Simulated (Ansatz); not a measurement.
# AlNH (doublet): correlated methods under varied settings at distance N2–H3 = 1.371 Å

Aim: run AlNH (doublet) at one geometry under a spread of methods and options, and see what each costs and gives.

Method: the settings change from run to run; program: Ansatz 0.2.0, Gaussian basis.

18 further runs of the same task are left out: 1 for a mislabelled method, 1 for a known fault of the program, 15 that didn't finish, 1 set aside as unsound or not needed.

## Step 1: The system

The geometry derives from a PBE0/def2-TZVP stationary point (not a proven minimum). One bond is set to the value named and the two fragments are kept rigid.

3 atoms, charge 0, spin multiplicity 2.

Atoms are counted from 1 here; the program's logs count them from 0.

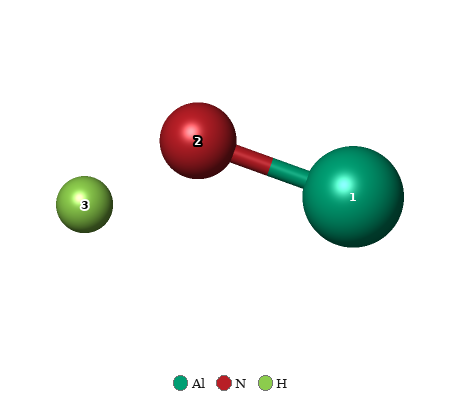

The structure; aluminium teal, nitrogen red, hydrogen green; atoms are numbered from 1 in the order of the file.

## Step 2: CASSCF(5,6)/STO-3G

File in.yaml:

```yaml
crystal:
  periodic: [false, false, false]
  atoms:
    - {symbol: Al, position_ang: [0.000000, 0.026694, 0.642582]}
    - {symbol: N, position_ang: [0.000000, -0.112643, -1.089248]}
    - {symbol: H, position_ang: [0.000000, 0.850753, -2.064701]}
basis:
  gaussian: {orbitals: STO-3G}
magnetization: {spin_polarized: false, initial_magnetization: 1}
correlation: {active_space: {window: {electrons: 5, orbitals: 6}}}
```

Run with:

```bash
$ ansatz run in.yaml --threads 1 --pin off --events-out ev --progress --plain --max-ram 2393MiB
```

Log:

```text
Functional definition: HF
  name "HF"
  cite "Fock, Z. Phys. 61, 126 (1930) doi:10.1007/BF01340294"
  parent pbe
  exchange = exact_x
  correlation = 0
171 factors; integrals over basis functions are off by at most 6.1e-5 eV
mean field evaluation 1: about -7971.6831 eV, gradient 3.0e1 eV
mean field evaluation 2: about -7971.7035 eV, gradient 3.0e1 eV
mean field evaluation 4: about -7976.9585 eV, gradient 5.2e0 eV
mean field evaluation 8: about -7977.7349 eV, gradient 2.5e-1 eV
mean field evaluation 16: about -7977.7559 eV, gradient 2.4e-1 eV
mean field evaluation 32: about -7977.7323 eV, gradient 4.3e-1 eV
mean field evaluation 64: about -7974.8893 eV, gradient 1.5e1 eV
mean field -7977.99106155 eV, -293.1857638355 hartree, gradient 1.7e-6 eV, S^2 0.750000; 9 other end points of the search recorded, 0 dependent functions left out
reference -7977.99106155 eV, -293.1857638355 hartree; 11, 10 occupied and 4, 5 virtual orbitals, 171 factors
state -7979.81567776 eV, -293.2528172445 hartree
Total energy: -7979.81567776 eV, -293.2528172445 hartree
```

It took 0.84 s on 1 thread of Arm Neoverse V1, shared host.

From the report: 300 determinants; active occupations 1.93, 1.91, 1.00, 0.09, 0.04, 0.04.

## Step 3: BCCD(T) on UHF/6-31G

File in.yaml:

```yaml
crystal:
  periodic: [false, false, false]
  atoms:
    - {symbol: Al, position_ang: [0.000000, 0.026694, 0.642582]}
    - {symbol: N, position_ang: [0.000000, -0.112643, -1.089248]}
    - {symbol: H, position_ang: [0.000000, 0.850753, -2.064701]}
basis:
  gaussian: {orbitals: 6-31G}
magnetization: {spin_polarized: true, initial_magnetization: 1}
correlation: {method: bccd_t, electrons: valence}
scf: {lower_state_search: off}
output: {forces: true}
```

Same command.

Log, cut to the lines that bear on the results:

```text
Functional definition: HF
  name "HF"
  cite "Fock, Z. Phys. 61, 126 (1930) doi:10.1007/BF01340294"
  parent pbe
[...]
302 factors; integrals over basis functions are off by at most 2.1e-4 eV
[...]
mean field -8076.16287984 eV, -296.7935116142 hartree, gradient 2.1e-6 eV, S^2 0.923325; 1 other end points of the search recorded, 0 dependent functions left out
6 core orbitals not correlated: weight in the atoms' cores, before any rotation towards them, 1.000 or more for the frozen orbitals, at most 0.000 for the correlated occupied ones
reference -8076.16287984 eV, -296.7935116142 hartree; 5, 4 occupied and 13, 14 virtual orbitals, 302 factors
second order -3.24109311 eV of doubles, -0.00000000 eV of singles
cycle   1  -3.57373539 eV  change   -3.3e-1 eV  update   9.7e-2
[...]
cycle   6  -4.10024660 eV  change   -2.6e-8 eV  update   2.7e-8
perturbative correction -0.23933975 eV, -0.0087955736 hartree
[...]
Total energy: -8080.50246618 eV, -296.9529884710 hartree
Atom 0 at     0.000000     0.026694     0.642582 Å, force    -0.000000     0.200791     2.005612 eV/Å
Atom 1 at     0.000000    -0.112643    -1.089248 Å, force     0.000000     3.140103    -5.459194 eV/Å
Atom 2 at     0.000000     0.850753    -2.064701 Å, force    -0.000000    -3.340895     3.453582 eV/Å
Dipole moment:     0.000013     0.156184     0.185925 e Å
Checks for a lower state left out: starts, cluster_reference, orbital_swaps, neighbouring_geometries, increment
```

It took 1.6 s on 1 thread of Arm Neoverse V1, shared host.

From the report: ⟨S²⟩ of the determinant 0.923 (pure doublet: 0.75); correlation -4.3396 eV; largest double amplitude 0.08.

## Step 4: NEVPT4(SD)(1,7)/6-31G

File in.yaml:

```yaml
crystal:
  periodic: [false, false, false]
  atoms:
    - {symbol: Al, position_ang: [0.000000, 0.026694, 0.642582]}
    - {symbol: N, position_ang: [0.000000, -0.112643, -1.089248]}
    - {symbol: H, position_ang: [0.000000, 0.850753, -2.064701]}
basis:
  gaussian: {orbitals: 6-31G}
magnetization: {spin_polarized: false, initial_magnetization: 1}
correlation: {method: fic_nevpt4_sd, electrons: all, active_space: {window: {electrons: 1, orbitals: 7}, states: [{multiplicity: 2, weights: [1, 0.5]}]}}
scf: {lower_state_search: off}
```

Launched as before.

Log, cut to the lines that bear on the results:

```text
Functional definition: HF
  name "HF"
  cite "Fock, Z. Phys. 61, 126 (1930) doi:10.1007/BF01340294"
  parent pbe
[...]
515 factors; integrals over basis functions are off by at most 1.4e-7 eV
[...]
mean field -8075.96979707 eV, -296.7864159533 hartree, gradient 2.3e-6 eV, S^2 0.750000; 0 other end points of the search recorded, 0 dependent functions left out
reference -8075.96979707 eV, -296.7864159533 hartree; 11, 10 occupied and 13, 14 virtual orbitals, 515 factors
state -8075.92855924 eV, -296.7849004909 hartree
state -8069.45413609 eV, -296.5469698289 hartree
state -8075.92855924 eV, -296.7849004909 hartree; corrected -8079.99602134 eV, -296.9343769661 hartree
state -8069.45413609 eV, -296.5469698289 hartree; corrected -8073.70111761 eV, -296.7030435210 hartree
WARN: 5 active orbitals are nearly empty or full. The corrections depend on them more than the energy does, and are more stable in an active space without them
Total energy: -8077.89772009 eV, -296.8572658178 hartree
Checks for a lower state left out: stability, starts, cluster_reference, orbital_swaps, neighbouring_geometries, increment
```

Wall time 1.5 s (1 thread of Arm Neoverse V1, shared host).

From the report: 3 determinants; active occupations (of the averaged states) 0.67, 0.33, 0.00, 0.00, 0.00, 0.00, 0.00. The report marks this result as in doubt.

## Step 5: MRCISD+Q(relaxed)(1,6)/6-31G

File in.yaml:

```yaml
crystal:
  periodic: [false, false, false]
  atoms:
    - {symbol: Al, position_ang: [0.000000, 0.026694, 0.642582]}
    - {symbol: N, position_ang: [0.000000, -0.112643, -1.089248]}
    - {symbol: H, position_ang: [0.000000, 0.850753, -2.064701]}
basis:
  gaussian: {orbitals: 6-31G}
magnetization: {spin_polarized: false, initial_magnetization: 1}
correlation: {method: fic_mrcisd_q_relaxed, electrons: valence, active_space: {window: {electrons: 1, orbitals: 6}}}
```

Same command.

Log, cut to the lines that bear on the results:

```text
Functional definition: HF
  name "HF"
  cite "Fock, Z. Phys. 61, 126 (1930) doi:10.1007/BF01340294"
  parent pbe
[...]
302 factors; integrals over basis functions are off by at most 2.1e-4 eV
[...]
mean field -8076.04151837 eV, -296.7890516627 hartree, gradient 3.2e-6 eV, S^2 0.750000; 10 other end points of the search recorded, 0 dependent functions left out
reference -8076.04151837 eV, -296.7890516627 hartree; 11, 10 occupied and 13, 14 virtual orbitals, 302 factors
state -8076.04151837 eV, -296.7890516627 hartree
contracted CI cycle   1: correlation 0.00000000 eV, 0.0000000000 hartree, residual 1.44e1 eV
contracted CI cycle   2: correlation -3.39487182 eV, -0.1247592382 hartree, residual 3.11e0 eV
contracted CI cycle   3: correlation -3.66049408 eV, -0.1345206761 hartree, residual 1.29e0 eV
contracted CI cycle   4: correlation -3.70126266 eV, -0.1360188938 hartree, residual 4.74e-1 eV
contracted CI cycle   5: correlation -3.70720775 eV, -0.1362373720 hartree, residual 1.53e-1 eV
contracted CI cycle   6: correlation -3.70785980 eV, -0.1362613346 hartree, residual 5.75e-2 eV
contracted CI cycle   7: correlation -3.70796858 eV, -0.1362653319 hartree, residual 2.52e-2 eV
contracted CI cycle   8: correlation -3.70798995 eV, -0.1362661173 hartree, residual 1.00e-2 eV
contracted CI cycle   9: correlation -3.70799319 eV, -0.1362662365 hartree, residual 3.70e-3 eV
contracted CI cycle  10: correlation -3.70799362 eV, -0.1362662523 hartree, residual 1.42e-3 eV
contracted CI cycle  11: correlation -3.70799368 eV, -0.1362662546 hartree, residual 7.32e-4 eV
state -8076.04151837 eV, -296.7890516627 hartree; corrected -8080.12935190 eV, -296.9392767738 hartree
WARN: 5 active orbitals are nearly empty or full. The corrections depend on them more than the energy does, and are more stable in an active space without them
Total energy: -8080.12935190 eV, -296.9392767738 hartree
```

Run time: 2.3 s. Hardware: 1 thread of Arm Neoverse V1, shared host.

From the report: 2 determinants; active occupations 1.00, 0.00, 0.00, 0.00, 0.00, 0.00. The report marks this result as in doubt.

## Step 6: CASSCF(7,6)/6-31G

in.yaml: that of step 5 with these lines changed.

```diff
@@ -9,2 +9,3 @@
 magnetization: {spin_polarized: false, initial_magnetization: 1}
-correlation: {method: fic_mrcisd_q_relaxed, electrons: valence, active_space: {window: {electrons: 1, orbitals: 6}}}
+correlation: {active_space: {window: {electrons: 7, orbitals: 6}}}
+scf: {lower_state_search: light}
```

The command is unchanged.

Log, cut to the lines that bear on the results:

```text
Functional definition: HF
  name "HF"
  cite "Fock, Z. Phys. 61, 126 (1930) doi:10.1007/BF01340294"
  parent pbe
[...]
302 factors; integrals over basis functions are off by at most 2.1e-4 eV
[...]
mean field -8076.04151837 eV, -296.7890516627 hartree, gradient 5.3e-6 eV, S^2 0.750000; 10 other end points of the search recorded, 0 dependent functions left out
reference -8076.04151837 eV, -296.7890516627 hartree; 11, 10 occupied and 13, 14 virtual orbitals, 302 factors
state -8077.67478231 eV, -296.8490730052 hartree
Total energy: -8077.67478231 eV, -296.8490730052 hartree
```

Wall time 2.8 s (1 thread of Arm Neoverse V1, shared host).

From the report: 300 determinants; active occupations 1.99, 1.96, 1.93, 1.01, 0.07, 0.04.

## Step 7: The runs in one table

Where basis and cores are those of an earlier FCI/6-31G run (-8080.5682 eV), and the state is the same kind, the miss against it is given. † marks a result that the program doubts.

```
                                           level  correlated  functions  energy (eV)  from FCI (meV)    time
                              CASSCF(5,6)/STO-3G                     15   -7979.8157                  0.84 s
                            BCCD(T) on UHF/6-31G     valence         24   -8080.5025            65.7   1.6 s
NEVPT4(SD)(1,7)/6-31G (mean of several states) †         all         24   -8077.8977                   1.5 s
                  MRCISD+Q(relaxed)(1,6)/6-31G †     valence         24   -8080.1294                   2.3 s
                               CASSCF(7,6)/6-31G                     24   -8077.6748          2893.4   2.8 s
```

## Step 8: Outcome

| quantity | value |
| --- | --- |
| runs | 5 |
| quickest | CASSCF(5,6)/STO-3G, 0.84 s |
| slowest | CASSCF(7,6)/6-31G, 2.8 s |

What this shows: Total energies in different bases, with other cores or another treatment of relativity can't be set against each other. CASSCF(7,6)/6-31G took 3 times as long as CASSCF(5,6)/STO-3G; the jobs differ in more than the method. Hartree-Fock, CASSCF and CASCI lack dynamic correlation by design.
